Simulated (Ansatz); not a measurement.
**Run report: C18N, geometry relaxation (part 2 of 3)**

The same run, continued: C18N (slab, 19 atoms in the cell); DFT LDA, scalar-relativistic, plane waves, PAW, spin-polarised (Ansatz 0.2.0); cutoff 420 eV, 2×2×1 k-mesh, Gaussian smearing of 0.02 eV, collinear spins. It belongs to a series of runs on one base structure; here: end point A relaxed.

Geometry of the input (Å; fractional positions):
```
7.3980  0.0000  0.0000
-3.6990  6.4069  0.0000
0.0000  0.0000  13.0000
C  0.0000  0.0000  0.0769
C  0.2222  0.1111  0.0769
C  0.0000  0.3333  0.0769
C  0.2222  0.4444  0.0769
C  -0.0000  0.6667  0.0769
C  0.2222  0.7778  0.0769
C  0.3333  0.0000  0.0769
C  0.5556  0.1111  0.0769
C  0.3333  0.3333  0.0769
C  0.5556  0.4444  0.0769
C  0.3333  0.6667  0.0769
C  0.5556  0.7778  0.0769
C  0.6667  0.0000  0.0769
C  0.8889  0.1111  0.0769
C  0.6667  0.3333  0.0769
C  0.8889  0.4444  0.0769
C  0.6667  0.6667  0.0769
C  0.8889  0.7778  0.0769
N  0.1503  0.5112  0.1708
```

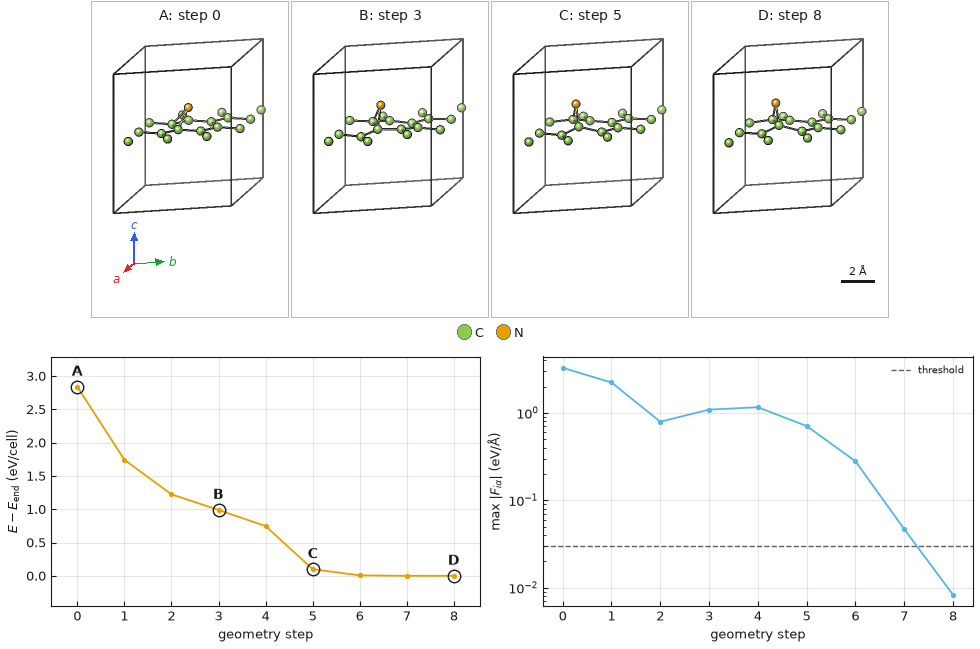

**Figure 1.** Frames of the relaxation (ball-and-stick view of the cell of the calculation, with the vacuum cut short (origin shifted), seen slightly off an axis) above the curves, on which the letters mark them (the first geometry is step 0 here and step 1 in the log).

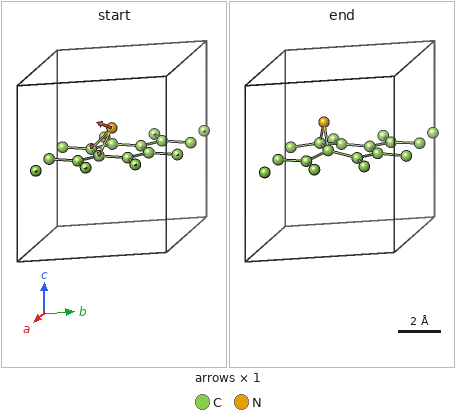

**Figure 2.** Before (left) and after (right) the relaxation, at one scale (ball-and-stick view of the cell of the calculation, with the vacuum cut short (origin shifted), seen slightly off an axis). The red arrows give the displacements, at true length. The largest move is that of N19, 0.81 Å. By element the largest moves are N 0.81 Å, C 0.29 Å. The lattice vectors keep their values. Among the contacts that change: C3–N19 1.730 → 1.433 Å, C3–C4 1.424 → 1.533 Å, C4–N19 1.509 → 1.433 Å, C3–C14 1.424 → 1.460 Å. Among the angles that change: C11–C4–N19 73.5° → 114.6°, C16–C3–N19 84.1° → 114.7°, C14–C3–N19 131.2° → 114.7°. After 8 geometry steps the energy has fallen by 2.839 eV per cell of the calculation. Largest force component: 3.3 eV/Å at the start, 0.0083 eV/Å at the end. (Atoms are counted from 1 in the order of the input.)

```
NSCF: frozen V_eff on 4 k-points
the band table was solved once a step of the walk had ended and its energy, with any forces and stress, was formed, with the checks that follow a solve (3789 applications of the Hamiltonian). They found nothing against the state; the energy, forces and stress were not computed again (output.eigenvalues in the input reference)
WARN: The output density's exchange-correlation potential varies sharply where the density is thin. Do not read a vacuum level from v_tot or v_xc, or from such a field of the output density. On a cell that repeats whose density bears no net charge and no dipole along the vacuum's axis use v_es (v_loc + v_h of the components); under efield.dipole_correction with no amplitude use v_es + v_field, which holds any external_charges[].barrier, or the levels of the report's work_function block, which leave it out; under a non-zero efield.amplitude the vacuum is tilted and has no level; on a cell that repeats and bears such a dipole with no correction it is tilted too, and efield.dipole_correction with no amplitude gives each side of its ramp a level where efield: is served; in a cell that repeats whose density bears a net charge (total_charge, or a fill off its count) it is curved and has none; of a slab under crystal.periodic whose density bears no net charge use v_es, which has a level on each side, short of where the two are joined; of another it falls or rises all the way out and has none; of a slab beside external_charges read slab_vacuum_level instead, which it has where they leave it neutral. The grid or the basis barely resolves most such structure, and the values can differ between equally converged runs; as a rule a tighter scf.convergence.dr2_threshold does not remove it. Where the density itself ripples (under the LDA too) a higher basis.ecutwfc lessens it. The files hold the spikes' plane waves up to the density's cutoff. Files: v_tot_of_output_density and the like, and their columns of v_z.tsv (output.write_potential); v_xc_of_output_density and the like, and their columns of v_comp_z.tsv (output.write_potential_components). Measured: with its Gaussian average of σ = 0.25 Å subtracted twice, the exchange-correlation potential is over 0.1 eV at 519 of the grid points where the equally averaged density (valence and model cores) is under 1e-3 e/Å³, and 0.310 eV at the most among them, at an averaged density of 1.8e-5 e/Å³. The input density's (outcome.potential() and, of a run that writes arrays, v_tot and v_xc) is over 0.1 eV, so measured, at 654 points of its own thin density, 0.306 eV at the most. See output.write_potential in the manual, Limitations
Magnetization: 0.5000 μB (38.7500 up, 38.2500 down)
Absolute magnetization: 0.6268 μB (∫|ρ↑−ρ↓|, with the PAW one-centre terms)
Spin contamination: 0.0470 ħ² per cell (⟨S²⟩ above its minimum at these occupations)
Per-site moments (μB) at R_I (Å): [(-0.0021978369836392086, 0.5803143288040279), (-0.0021162276617028054, 0.5802603468663572), (-0.001995845899676923, 0.5911677286677681), (-0.001984006602677268, 0.5912202821324446), (-0.0022202679826243588, 0.5803188152876342), (-0.002093795582733951, 0.5803600132824874), (-2.900449742537006e-6, 0.5811760063961298), (0.0010722779291351347, 0.5811760063961298), (0.0063141198921016625, 0.5798712904782307), (0.0007300983737513765, 0.5798712904782307), (0.006316797656938398, 0.5799213457248995), (0.0007271452459738617, 0.5799213457248995), (0.0006561872859435336, 0.5799259084528372), (0.006418102317949185, 0.5799259084528372), (0.0006569507338312028, 0.5799041194294768), (0.006407833123625663, 0.5799041194294768), (0.0010470018280119313, 0.5811693837376576), (1.9330337025188325e-5, 0.5811693837376576), (0.25089661106304995, 0.5911677286677681)]
Free energy (F): -4742.616393 eV
Harris-Foulkes:  -4742.616392 eV  (|F-HF|=1.27e-7)
Internal energy: -4742.613555 eV  (E = F + TS)
E sigma→0 (E₀):  -4742.614974 eV
Entropy (-TS):   -0.002838 eV (-0.149 meV/atom)
Fermi energy:    -2.150350 eV
--- Per-component energies (eV) ---
  E_band       = -840.169368
  E_kinetic    = 1766.285758
  E_local      = -19723.855877  (includes V_loc(G=0)·N_el)
  E_nonlocal   = 559.136689
[...]
  E_hartree    = 8925.900166
  E_xc         = -912.182462
  E_vxc        = -1135.985776  (∫ρ·V_xc dr)
  E_paw        = -1771.575848  (= ΣΔE_a)
  E_vpaw       = -157.553912  (= ΣTr[D̂ρ^β])
  E_aug_tail   = 0.000249  (compensation charges beyond the density's cutoff)
  E_ewald      = 6412.466742
  E_core_change = 1.211029  (= ΣΔE_core)
  E_smearing   = -0.002838  (= −TS)
  E_closure    = -0.000000  (closes the sum)
  Σ components = -4742.616393   (vs F -4742.616393, Δ=0.00e0)
--- Forces (eV/Å), atoms counted from 1 ---
  atom   1  C     -0.00068001    -0.00017906     0.00100186
  atom   2  C      0.00420071    -0.00457506    -0.00272067
  atom   3  C     -0.00054118    -0.00177373    -0.00297072
  atom   4  C      0.00612946    -0.00528223     0.00214066
  atom   5  C     -0.00253482    -0.00310990     0.00028388
  atom   6  C      0.00780474     0.00540181    -0.00238418
  atom   7  C     -0.00045632    -0.00140136    -0.00065417
  atom   8  C     -0.00256190     0.00362159    -0.00109041
  atom   9  C     -0.00605212     0.00651261     0.00500169
  atom  10  C      0.00081967    -0.00027561    -0.00065437
  atom  11  C     -0.00089248     0.00830900    -0.00147763
  atom  12  C     -0.00381655    -0.00314091    -0.00107089
  atom  13  C      0.00481275     0.00266901     0.00192594
  atom  14  C     -0.00185407    -0.00575785    -0.00418005
  atom  15  C      0.00029583     0.00311889    -0.00150205
  atom  16  C     -0.00551723     0.00027930     0.00200569
  atom  17  C      0.00220930    -0.00314112     0.00179776
  atom  18  C      0.00002986    -0.00101379     0.00286946
  atom  19  N     -0.00140833    -0.00024523     0.00184239
  max |Σ_I F_I| component: 1.64e-4 eV/Å
--- Band table (eV; the first three rows and the last of 8) ---
  k-point 0 ↑: bands = ["-22.6240", "-20.6454", "-18.7973", "-18.7543", "-18.6640", "-18.6403", "-18.6035", "-16.2785", "-14.3873", "-14.3861", "-14.3657", "-13.3760", "-12.6137", "-12.3709", "-11.7818", "-11.5591", "-11.5283", "-11.4533", "-11.4128", "-10.6820", "-9.1463", "-8.0972", "-7.8913", "-7.8359", "-7.8023", "-7.8015", "-7.7675", "-7.7583", "-6.6323", "-6.4899", "-6.4780", "-6.3779", "-5.4654", "-5.0261", "-4.9627", "-4.9222", "-2.9413", "-2.4855", "-1.8785", "-1.8354", "-0.5431", "1.6899", "1.9189", "2.8340", "2.9890", "3.0349", "3.1921", "3.2136", "3.7699", "4.4890", "5.1464", "5.2190", "5.2498", "5.2659", "5.2994", "5.6131", "5.6713", "5.7414"]
  k-point 1 ↑: bands = ["-22.5709", "-20.5833", "-20.0031", "-19.3174", "-18.3260", "-16.8923", "-16.8287", "-16.8228", "-16.2717", "-15.1161", "-14.6566", "-13.3582", "-13.2531", "-13.2002", "-12.2351", "-10.2461", "-10.1005", "-9.9384", "-9.8662", "-9.8243", "-9.5566", "-8.8456", "-8.5526", "-8.4456", "-8.3495", "-8.0387", "-7.8773", "-7.4281", "-7.1988", "-6.4829", "-6.4220", "-6.2973", "-6.0741", "-4.6285", "-4.4887", "-4.3655", "-4.1373", "-3.2800", "-2.9121", "-0.2679", "0.2469", "0.6467", "0.6528", "2.1574", "2.7010", "2.8572", "3.4762", "3.9075", "4.1522", "4.4350", "4.5606", "4.6704", "4.8230", "4.9905", "5.4439", "5.7947", "5.8754", "6.2183"]
  k-point 2 ↑: bands = ["-22.5682", "-20.6399", "-19.9095", "-19.3650", "-18.2620", "-16.9599", "-16.8601", "-16.8270", "-16.0197", "-15.7154", "-14.1933", "-13.3289", "-13.2534", "-13.2455", "-12.2019", "-10.2362", "-10.1053", "-9.9974", "-9.8139", "-9.7861", "-9.5439", "-8.8036", "-8.6164", "-8.6052", "-8.4780", "-8.0896", "-7.7286", "-7.3946", "-7.2585", "-6.5709", "-6.4184", "-6.2568", "-6.1295", "-4.5739", "-4.5014", "-4.3655", "-4.2247", "-2.7578", "-2.6699", "-1.0267", "0.2110", "0.5647", "1.0227", "1.9581", "2.6729", "2.8827", "3.8573", "4.0228", "4.3273", "4.4637", "4.5412", "4.6661", "4.8100", "4.9861", "5.4171", "5.4925", "5.6394", "6.2500"]
  k-point 3 ↓: bands = ["-22.3494", "-20.5814", "-19.9758", "-19.3114", "-18.2760", "-16.8810", "-16.8209", "-16.8167", "-16.2617", "-15.0998", "-14.5799", "-13.3352", "-13.2484", "-13.1962", "-12.1474", "-10.1786", "-10.0845", "-9.9302", "-9.8514", "-9.8064", "-9.5056", "-8.8315", "-8.5436", "-8.4251", "-8.3352", "-7.9896", "-7.8195", "-7.4091", "-7.1815", "-6.4412", "-6.3361", "-6.2519", "-6.0393", "-4.5941", "-4.4907", "-4.3541", "-4.0133", "-3.2104", "-2.1505", "-0.2321", "0.3089", "0.6501", "0.6908", "2.1951", "2.7108", "2.8616", "3.5000", "3.9155", "4.1600", "4.4407", "4.5634", "4.6707", "4.8314", "5.0054", "5.4525", "5.8056", "5.8926", "6.2225"]
--- Relaxed structure (9 steps of the walk, 9 accepted, 0 SCFs on fresh bases) ---
  F+E_penalty+E_count = -4742.61639254 eV   max|allowed force component| = 8.308e-3 eV/Å
  atoms:
    - { symbol: C, position: [0.0010662453636755714, 0.006158714768923595, 0.07462143296925573] }
    - { symbol: C, position: [0.22525018813180647, 0.1182400250134559, 0.07462519306487965] }
    - { symbol: C, position: [-0.006450977304963523, 0.3355322283191326, 0.0987394468211901] }
    - { symbol: C, position: [0.2328247207120977, 0.45514862128758216, 0.09863135366609704] }
    - { symbol: C, position: [0.0010600627876231616, 0.6724093872503168, 0.07460703942862167] }
    - { symbol: C, position: [0.22522037383614163, 0.7844754591168782, 0.07464119857763928] }
    - { symbol: C, position: [0.33687982111835163, 0.007173810197957716, 0.07174815383986141] }
    - { symbol: C, position: [0.5567752928963389, 0.11710983611925495, 0.07064555337821948] }
    - { symbol: C, position: [0.33857270247329574, 0.33773830665983506, 0.0762022893912784] }
    - { symbol: C, position: [0.5575278591170794, 0.4504595602459696, 0.06946736762712236] }
    - { symbol: C, position: [0.3385470678505701, 0.6782666449998402, 0.07624546339137672] }
    - { symbol: C, position: [0.557519157995531, 0.7845370642767261, 0.0694900578717183] }
    - { symbol: C, position: [0.6688043347967951, 0.0061132798261098395, 0.06953311805349764] }
    - { symbol: C, position: [0.8877740621404994, 0.11238233844871975, 0.07632064284033586] }
    - { symbol: C, position: [0.668815399873914, 0.34016055564138004, 0.06952219849559219] }
    - { symbol: C, position: [0.8877803504804684, 0.4528906748370521, 0.07627742760528235] }
    - { symbol: C, position: [0.6695372877207021, 0.6735194829760035, 0.07055185773135421] }
    - { symbol: C, position: [0.8894298101616149, 0.7834709836345138, 0.07167574234573257] }
    - { symbol: N, position: [0.11334153984845768, 0.39540822638034717, 0.19183946290094508] }
```

### Trajectory as extended XYZ (Å, eV, eV/Å), 9 frames, from step=1 to step=9
```
19
Lattice="7.3980 0.0000 0.0000 -3.6990 6.4069 0.0000 0.0000 0.0000 13.0000" Properties=species:S:1:pos:R:3:forces:R:3 step=1 energy=-4739.77718
C     0.0000    0.0000    1.0000   -0.2541   0.3460   0.0242
C     1.2330    0.7119    1.0000   -0.2983   0.6013   0.0341
C    -1.2330    2.1356    1.0000   -1.3144   0.3040  -0.3901
C     0.0000    2.8475    1.0000    1.0078  -0.4114  -0.2099
C    -2.4660    4.2712    1.0000   -1.2708   0.7302  -0.7381
C    -1.2330    4.9831    1.0000   -1.1679   1.5349  -1.0702
C     2.4660    0.0000    1.0000    0.1470  -0.5294  -0.0381
C     3.6990    0.7119    1.0000    0.0619  -0.0209  -0.0149
C     1.2330    2.1356    1.0000    1.6427  -1.0015  -0.0874
C     2.4660    2.8475    1.0000   -0.6277   0.0030   0.0344
C     0.0000    4.2712    1.0000   -0.7898   1.0579  -0.6050
C     1.2330    4.9831    1.0000    0.8135   0.1131   0.5414
C     4.9320    0.0000    1.0000   -0.0453   0.0492   0.0981
C     6.1650    0.7119    1.0000    0.3629  -0.8989   0.5605
C     3.6990    2.1356    1.0000    0.4695   0.1237  -0.0156
C     4.9320    2.8475    1.0000   -1.9520   0.3610  -1.1402
C     2.4660    4.2712    1.0000   -0.3759   0.0031   0.0194
C     3.6990    4.9831    1.0000    0.5461  -0.3371  -0.2741
N    -0.7792    3.2752    2.2200    3.0448  -2.0283   3.2706
19
Lattice="7.3980 0.0000 0.0000 -3.6990 6.4069 0.0000 0.0000 0.0000 13.0000" Properties=species:S:1:pos:R:3:forces:R:3 step=2 energy=-4740.87320
C    -0.0098    0.0095    1.0006   -0.3971  -0.0502  -0.0414
C     1.2295    0.7134    0.9807    0.1018   0.4038  -0.0709
C    -1.2445    2.1458    1.0298   -0.7290   1.1989   0.3324
C     0.0177    2.8385    1.0081    0.0811   0.0743   0.2367
C    -2.4931    4.2878    0.9332   -0.0225  -0.0498  -0.2860
C    -1.2581    4.9927    0.9626   -0.5213   0.6385  -0.7237
C     2.4598    0.0004    0.9772    0.2659  -0.1407  -0.0275
C     3.6943    0.7155    0.9998   -0.4481   0.2287   0.0375
C     1.2543    2.1236    0.9669    0.8614  -0.5269  -0.0381
C     2.4634    2.8506    0.9809   -0.2824  -0.2722  -0.0640
C    -0.0151    4.2766    1.0248   -1.1996   0.1683   0.0148
C     1.2262    4.9889    1.0450    0.5848   0.2164   0.1880
C     4.9255    0.0040    1.0349    0.2374  -0.1068   0.1215
C     6.1574    0.7136    1.0470    0.1319  -0.7217   0.1972
C     3.6957    2.1421    0.9792    0.2731  -0.1082  -0.0491
C     4.9119    2.8662    0.9643   -0.9403   0.1920  -0.8287
C     2.4528    4.2752    0.9999   -0.1237   0.3377  -0.0415
C     3.6835    4.9921    0.9579   -0.0985   0.0535   0.1009
N    -0.6397    3.1868    2.3273    2.2252  -1.5356   0.9419
```
